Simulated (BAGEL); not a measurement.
**GeSiH5Cl (SMILES Cl[SiH2][GeH3]): a chain of runs**

Aim: the energy (HF/cc-pVDZ), then the energy (NEVPT2(2,2)/cc-pVDZ) of GeSiH5Cl. 

Program for the calculation: BAGEL 1.2.2.

3 further runs of the same task are left out: 1 that didn't finish, 2 set aside as unsound or not needed.

### 1 The molecule

The species is GeSiH5Cl (8 atoms), meant as a singlet with charge 0. SMILES: `Cl[SiH2][GeH3]`. The Cl1–Si2 distance was set to 5.775 Å, away from the relaxed value. At this shape a bond of the SMILES string is far longer than usual.

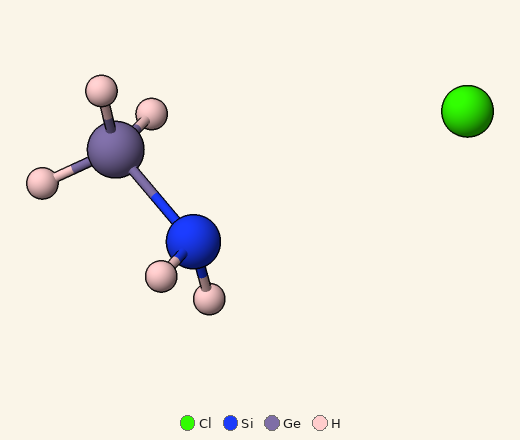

The structure, seen from a chosen angle (chlorine green, silicon blue, germanium purple, hydrogen pink).

### 2 A single-point energy at HF/cc-pVDZ (density fitting with svp-jkfit) (run 1)

input.json reads:

```json
{ "bagel": [

{
  "title": "molecule",
  "basis": "cc-pvdz.json",
  "df_basis": "svp-jkfit",
  "angstrom": true,
  "geometry": [
    { "atom": "Cl", "xyz": [      -5.667479,       2.323486,       0.762746 ] },
    { "atom": "Si", "xyz": [      -0.414100,       0.602600,      -0.906900 ] },
    { "atom": "Ge", "xyz": [       0.581500,      -0.662200,       0.842700 ] },
    { "atom": "H", "xyz": [      -0.573600,      -0.206400,      -2.140800 ] },
    { "atom": "H", "xyz": [       0.380700,       1.815700,      -1.222200 ] },
    { "atom": "H", "xyz": [       0.711200,       0.201700,       2.106100 ] },
    { "atom": "H", "xyz": [       1.981500,      -1.135500,       0.415600 ] },
    { "atom": "H", "xyz": [      -0.284600,      -1.890300,       1.160200 ] }
  ]
},

{
  "title": "hf"
},

{
  "title": "print",
  "file": "orbitals.molden",
  "orbitals": true
}

]}
```

The basis set cc-pVDZ is read from a file made from the Basis Set Exchange's data (not shown).

Command:

```bash
$ BAGEL_NUM_THREADS=1 BAGEL input.json > input.out
```

The program printed:

```text
* using 1 threads per process

  ===============================================================
  ===============================================================

  *** Geometry ***

  { "atom" : "Cl", "xyz" : [    -10.709983,      4.390752,      1.441381 ] },
  { "atom" : "Si", "xyz" : [     -0.782536,      1.138749,     -1.713793 ] },
  { "atom" : "Ge", "xyz" : [      1.098876,     -1.251377,      1.592472 ] },
  { "atom" : "H", "xyz" : [     -1.083947,     -0.390039,     -4.045526 ] },
  { "atom" : "H", "xyz" : [      0.719419,      3.431176,     -2.309623 ] },
  { "atom" : "H", "xyz" : [      1.343973,      0.381158,      3.979952 ] },
  { "atom" : "H", "xyz" : [      3.744492,     -2.145784,      0.785370 ] },
  { "atom" : "H", "xyz" : [     -0.537816,     -3.572149,      2.192460 ] },

  Number of auxiliary basis functions:      612

  Since a DF basis is specified, we compute 2- and 3-index integrals:
    o Being stored without compression. Storage requirement is 0.038 GB

  Number of basis functions:       88
  Number of electrons      :       68

    * METHOD: MOLECULE                             0.39

  *** RHF ***

  === Nuclear Repulsion ===
   231.6431080333

      * DIIS with orbital gradients will be used.

  === RHF iteration (cc-pvdz.json) ===
      0      -2826.35019036          0.00742698           0.13
      1      -2825.88582236          0.01053896           0.13
      2      -2826.43486957          0.00437681           0.13
      3      -2826.45289305          0.00284258           0.13
      4      -2826.46502077          0.00174532           0.13
      5      -2826.47189036          0.00062406           0.13
      6      -2826.47303208          0.00064916           0.13
      7      -2826.47127105          0.00016211           0.13
      8      -2826.47131650          0.00002261           0.13
      9      -2826.47131995          0.00002184           0.13
     10      -2826.47132210          0.00002005           0.13
     11      -2826.47131848          0.00000973           0.13
     12      -2826.47131836          0.00000292           0.13
     13      -2826.47131830          0.00000128           0.13
     14      -2826.47131830          0.00000106           0.13
     15      -2826.47131830          0.00000100           0.13
     16      -2826.47131830          0.00000100           0.13
     17      -2826.47131830          0.00000107           0.13
     18      -2826.47131831          0.00000142           0.13
     19      -2826.47131830          0.00000074           0.13
     20      -2826.47131829          0.00000071           0.13
     21      -2826.47131830          0.00000119           0.13
     22      -2826.47131829          0.00000048           0.13
     23      -2826.47131829          0.00000072           0.13
     24      -2826.47131829          0.00000062           0.13
     25      -2826.47131829          0.00000027           0.13
     26      -2826.47131829          0.00000010           0.13
     27      -2826.47131829          0.00000008           0.13
     28      -2826.47131829          0.00000009           0.13
     29      -2826.47131829          0.00000008           0.13
     30      -2826.47131829          0.00000006           0.13
     31      -2826.47131829          0.00000010           0.13
     32      -2826.47131829          0.00000005           0.13
     33      -2826.47131829          0.00000006           0.13
     34      -2826.47131829          0.00000006           0.13
     35      -2826.47131829          0.00000006           0.13
     36      -2826.47131829          0.00000008           0.13
     37      -2826.47131829          0.00000003           0.13
     38      -2826.47131829          0.00000004           0.13
     39      -2826.47131829          0.00000001           0.13
     40      -2826.47131829          0.00000000           0.13
    * SCF iteration converged.

    * Permanent dipole moment:
           (   -9.834917,     3.594484,     2.305795) a.u.

    * METHOD: HF                                   5.48

    * METHOD: PRINT                                0.02

  ===============================================================
```

Run time: 6.3 s. Hardware: 1 thread of Arm Neoverse V1, shared host; peak memory 0.17 GiB.

### 3 The energy at NEVPT2(2,2)/cc-pVDZ (density fitting with svp-jkfit) (run 2)

Changes to input.json since step 2:

```diff
@@ -6,3 +6,3 @@
   "df_basis": "svp-jkfit",
-  "angstrom": true,
+  "angstrom": "true",
   "geometry": [
@@ -24,5 +24,26 @@
 {
+  "title": "casscf",
+  "nstate": 1,
+  "nact": 2,
+  "nclosed": 33,
+  "active": [32, 35],
+  "maxiter": 200,
+  "natocc": "true"
+},
+
+{
+  "title": "nevpt2",
+  "nstate": 1,
+  "nact": 2,
+  "nclosed": 33,
+  "active": [32, 35],
+  "maxiter": 200,
+  "natocc": "true",
+  "ncore": 19
+},
+
+{
   "title": "print",
   "file": "orbitals.molden",
-  "orbitals": true
+  "orbitals": "true"
 }
```

The basis set cc-pVDZ is read from a file made from the Basis Set Exchange's data (not shown).

Command:

```bash
$ BAGEL_NUM_THREADS=1 BAGEL input.json > input.out
```

The program printed:

```text
* using 1 threads per process

  ===============================================================
  ===============================================================

  *** Geometry ***

  { "atom" : "Cl", "xyz" : [    -10.709983,      4.390752,      1.441381 ] },
  { "atom" : "Si", "xyz" : [     -0.782536,      1.138749,     -1.713793 ] },
  { "atom" : "Ge", "xyz" : [      1.098876,     -1.251377,      1.592472 ] },
  { "atom" : "H", "xyz" : [     -1.083947,     -0.390039,     -4.045526 ] },
  { "atom" : "H", "xyz" : [      0.719419,      3.431176,     -2.309623 ] },
  { "atom" : "H", "xyz" : [      1.343973,      0.381158,      3.979952 ] },
  { "atom" : "H", "xyz" : [      3.744492,     -2.145784,      0.785370 ] },
  { "atom" : "H", "xyz" : [     -0.537816,     -3.572149,      2.192460 ] },

  Number of auxiliary basis functions:      612

  Since a DF basis is specified, we compute 2- and 3-index integrals:
    o Being stored without compression. Storage requirement is 0.038 GB

  Number of basis functions:       88
  Number of electrons      :       68

    * METHOD: MOLECULE                             0.39

  *** RHF ***

  === Nuclear Repulsion ===
   231.6431080333

      * DIIS with orbital gradients will be used.

  === RHF iteration (cc-pvdz.json) ===
      0      -2826.35019036          0.00742698           0.13
      1      -2825.88582236          0.01053896           0.13
      2      -2826.43486957          0.00437681           0.13
      3      -2826.45289305          0.00284258           0.13
      4      -2826.46502077          0.00174532           0.13
      5      -2826.47189036          0.00062406           0.13
      6      -2826.47303208          0.00064916           0.13
      7      -2826.47127105          0.00016211           0.13
      8      -2826.47131650          0.00002261           0.13
      9      -2826.47131995          0.00002184           0.13
     10      -2826.47132210          0.00002005           0.13
     11      -2826.47131848          0.00000973           0.13
     12      -2826.47131836          0.00000292           0.13
     13      -2826.47131830          0.00000128           0.13
     14      -2826.47131830          0.00000106           0.13
     15      -2826.47131830          0.00000100           0.13
     16      -2826.47131830          0.00000100           0.13
     17      -2826.47131830          0.00000107           0.13
     18      -2826.47131831          0.00000142           0.13
     19      -2826.47131830          0.00000074           0.13
     20      -2826.47131829          0.00000071           0.13
     21      -2826.47131830          0.00000119           0.13
     22      -2826.47131829          0.00000048           0.13
     23      -2826.47131829          0.00000072           0.13
     24      -2826.47131829          0.00000062           0.13
     25      -2826.47131829          0.00000027           0.13
     26      -2826.47131829          0.00000010           0.13
     27      -2826.47131829          0.00000008           0.13
     28      -2826.47131829          0.00000009           0.13
     29      -2826.47131829          0.00000008           0.13
     30      -2826.47131829          0.00000006           0.13
     31      -2826.47131829          0.00000010           0.13
     32      -2826.47131829          0.00000005           0.13
     33      -2826.47131829          0.00000006           0.13
     34      -2826.47131829          0.00000006           0.12
     35      -2826.47131829          0.00000006           0.13
     36      -2826.47131829          0.00000008           0.13
     37      -2826.47131829          0.00000003           0.13
     38      -2826.47131829          0.00000004           0.13
     39      -2826.47131829          0.00000001           0.13
     40      -2826.47131829          0.00000000           0.13
    * SCF iteration converged.

    * Permanent dipole moment:
           (   -9.834917,     3.594484,     2.305795) a.u.

    * METHOD: HF                                   5.47

  ---------------------------
      CASSCF calculation
  ---------------------------

    ==== Active orbitals : =====
         Orbital 32
         Orbital 35
    ============================

    * nstate   :      1
    * nclosed  :     33
    * nact     :      2
    * nvirt    :     53
  === CASSCF iteration (cc-pvdz.json) ===

    * Using the second-order algorithm

      0  0     -2826.52993842     1.75e-02      0.03

      1  0     -2826.59520181     6.97e-04      0.68

      2  0     -2826.59543609     4.38e-05      0.78

      3  0     -2826.59543980     1.74e-04      0.71

      4  0     -2826.59544337     2.93e-06      0.80

      5  0     -2826.59544341     1.65e-06      0.69

      6  0     -2826.59544341     4.13e-07      0.73

      7  0     -2826.59544341     1.20e-07      0.71

      8  0     -2826.59544341     3.48e-08      0.73

      9  0     -2826.59544341     1.01e-08      0.72

     10  0     -2826.59544341     2.93e-09      0.70

    * Second-order optimization converged. *

     guess   0:   closed 1.                   open ..

  === FCI iteration ===

      0  0     -2826.41708901     1.06e-01      0.00
      1  0     -2826.56650390     3.78e-02      0.00
      2  0 *   -2826.59544341     1.73e-16      0.00

     * ci vector, state   0, <S^2> = 0.0000
       2.    -0.7160176331
       .2     0.6980821937

    * METHOD: CASSCF                               7.59

    * freezing 19 orbitals

  === DF-NEVPT2 calculation ===

    * 3-index integral transformation done
    * assembly done

      NEVPT2 correlation energy:   -0.3254666822      0.18

          (+0)     -0.2540799818
          (+0)'    -0.0117746092
          (+1)     -0.0154035536
          (+1)'    -0.0000000000
          (+2)     -0.0000020728
          (-1)     -0.0442006937
          (-1)'     0.0000000000
          (-2)     -0.0000057710

      NEVPT2 total energy:       -2826.9209100914

    * METHOD: NEVPT2                               0.38

    * METHOD: PRINT                                0.02

  ===============================================================
```

Run time: 14 s. Hardware: 1 thread of Arm Neoverse V1, shared host; peak memory 0.18 GiB.

### 4 What came out

```
                                quantity           value
         run 1, HF/cc-pVDZ: total energy  -2826.47132 Eh
        run 1, HF/cc-pVDZ: dipole moment         27.25 D
          run 1, HF/cc-pVDZ: HOMO energy        -5.65 eV
          run 1, HF/cc-pVDZ: LUMO energy        -4.56 eV
        run 1, HF/cc-pVDZ: HOMO–LUMO gap         1.08 eV
run 2, NEVPT2(2,2)/cc-pVDZ: total energy  -2826.92091 Eh
```

In words: One bond (run 1, HF/cc-pVDZ) is far stretched, which a spin-restricted single reference describes badly; a broken-symmetry solution may lie lower.
